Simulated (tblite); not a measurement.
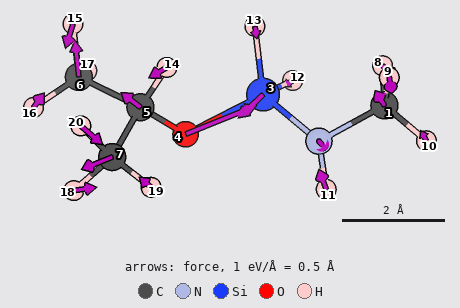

Starting geometry of C₄H₁₃NOSi with the computed forces as purple arrows. A ball-and-stick model, seen from a free direction.

Theory: GFN2-xTB geometry optimisation, gas phase (tblite). 

### What follows when this structure is relaxed?

It isn't relaxed: the largest force vector, on the O atom, is 3.10 eV/Å. The final displacements have little in common with the starting forces (cosine between the two patterns 0.29). Over 168 geometry steps the energy falls by 29.3 kcal/mol. An H atom moves most after the best rigid fit: 1.09 Å. Largest moves by element: H 1.09 Å, N 0.40 Å, O 0.39 Å, Si 0.35 Å, C 0.23 Å. Near-neighbour distances that change, for instance: O–Si 1.737 → 1.614 Å, C–H 1.128 → 1.086 Å, N–Si 1.759 → 1.723 Å, C–N 1.477 → 1.443 Å. Bond angles that change, for instance: Si–O–C 108.1° → 130.3°, C–N–Si 107.1° → 122.6°, O–Si–H 108.4° → 98.1°. Groups turn about C–C by about 50°, O–Si by about 30°.
